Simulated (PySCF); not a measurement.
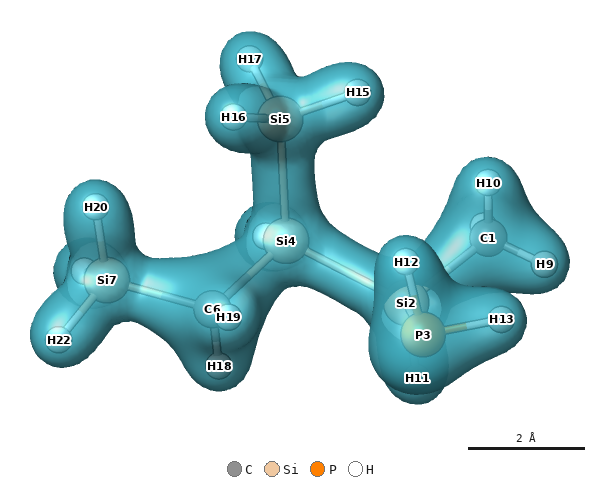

Figure 1: C2H15PSi4. Isosurface of the total electron density at 0.4 e/Å³ (cyan), seen across its widest extent.

Geometry: GFN2-xTB.

All numbers below come from PySCF 2.14.0, PBE0/pcSseg-1, SCF density, gas phase, non-relativistic.

Input

```
{"job": {"kind": "nmr", "xc": "PBE0", "basis": "pcSseg-1"}, "charge": 0, "multiplicity": 1}
C     -2.903803    -1.213027     0.853234
Si    -1.591975    -1.011123    -0.524089
P     -2.183628     0.647933    -1.941457
Si     0.509516    -0.466996     0.364475
Si     0.513814     1.352410     1.819434
C      1.646022    -0.137650    -1.140018
Si     3.478726     0.209022    -0.784053
H     -2.673221    -2.060985     1.490408
H     -3.895687    -1.371930     0.438312
H     -2.950378    -0.329972     1.485744
H     -1.704972    -2.213151    -1.377153
H     -1.928281     1.663717    -1.036966
H     -3.524472     0.634073    -1.617514
H      1.051839    -1.670817     1.033747
H     -0.857338     1.757602     2.158486
H      1.154500     2.545742     1.259972
H      1.175850     1.084416     3.097839
H      1.582253    -0.995344    -1.811478
H      1.230727     0.703333    -1.700222
H      3.598866     1.417075     0.035528
H      4.055832    -0.926364    -0.062512
H      4.205399     0.401420    -2.042567
```

Run with:

```sh
OMP_NUM_THREADS=1 python probes_run.py task.json out
```

Q: What does this surface tell about the bonding?

A: At this value the surface is in one piece. It bridges the sampled C–Si (1.90 Å), Si–P (2.26 Å), Si–Si (2.33 Å) and C–H (1.09 Å) contacts, where the density stays above the isovalue. On the grid the lowest density along these lines, outside the cores, is 0.75 e/Å³ (C–Si, 1.90 Å), 0.63 e/Å³ (Si–P, 2.26 Å), 0.64 e/Å³ (Si–Si, 2.33 Å) and 1.8 e/Å³ (C–H, 1.09 Å).
